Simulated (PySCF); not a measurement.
# C$_{5}$H$_{10}$NPSi: what the fields show

```csv
atom,x (Å),y (Å),z (Å)
C,-2.5960,-2.0309,-0.7709
C,-1.8298,-1.1882,-0.3844
Si,-0.7116,0.1747,0.2319
N,-0.2233,0.0315,1.8797
P,-1.8232,2.1395,0.1812
C,0.8331,0.1324,-0.8540
C,2.1392,0.6503,-0.3232
C,1.9576,-0.8132,-0.5460
H,-3.2562,-2.7766,-1.1125
H,0.3019,-0.7740,2.1776
H,-0.8568,0.3276,2.6043
H,-2.8054,1.6810,-0.6768
H,-1.0854,2.6706,-0.8605
H,0.6576,0.3080,-1.9092
H,2.7856,1.1984,-0.9933
H,2.1641,1.0087,0.6945
H,2.4730,-1.2782,-1.3734
H,1.8669,-1.4552,0.3167
```

Geometry: GFN2-xTB.

Level of theory: PySCF 2.14.0, wB97X-D/def2-SVPD, SCF density, gas phase.

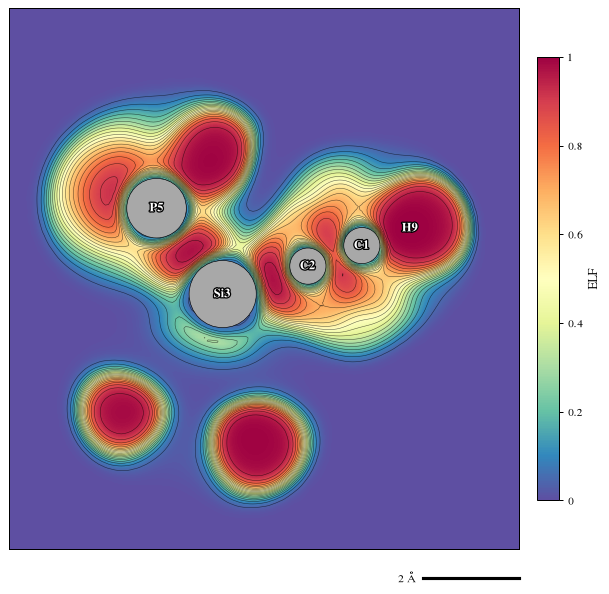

Figure 1. Electron localisation function on the plane of atoms C2, Si3 and P5. Grey discs cover the atomic cores.

Read the bonding off the picture.

The section cuts through C, Si, P and H sites.
C–C (1.20 Å): the ELF peaks at about 0.85 between the atoms (a multiple bond).
C–Si (1.87 Å): the ELF peaks at about 1 between the atoms: localised, covalent bonding.
Si–P (2.26 Å): the ELF peaks at about 1 between the atoms, as expected for a covalent bond.
C–H (1.05 Å): the ELF climbs to about 1 towards the hydrogen, as it does in any bond to H: an ordinary covalent bond to hydrogen.
The ELF also peaks beside P5, away from the bonds: lone-pair regions.

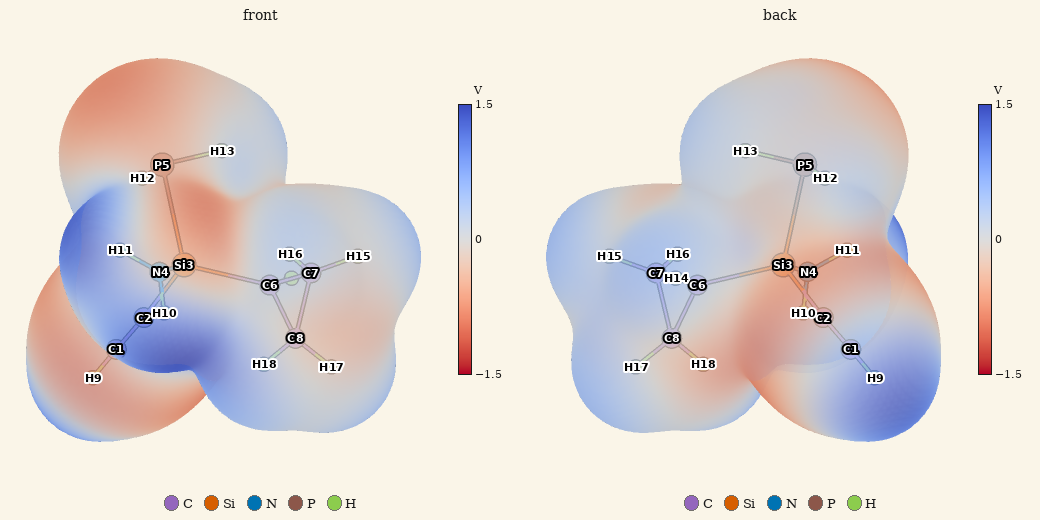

Figure 2. The molecular electrostatic potential painted on the density surface at 0.001 e/bohr³, seen from the front and from behind; the colour scale runs from red (negative) to blue (positive).

Where is the surface potential most negative and most positive?

The most negative region (about −0.9 V, or −21 kcal/mol for a unit charge) lies over N4 and P5, the most positive (about +1.4 V, or +32 kcal/mol for a unit charge) over H10.
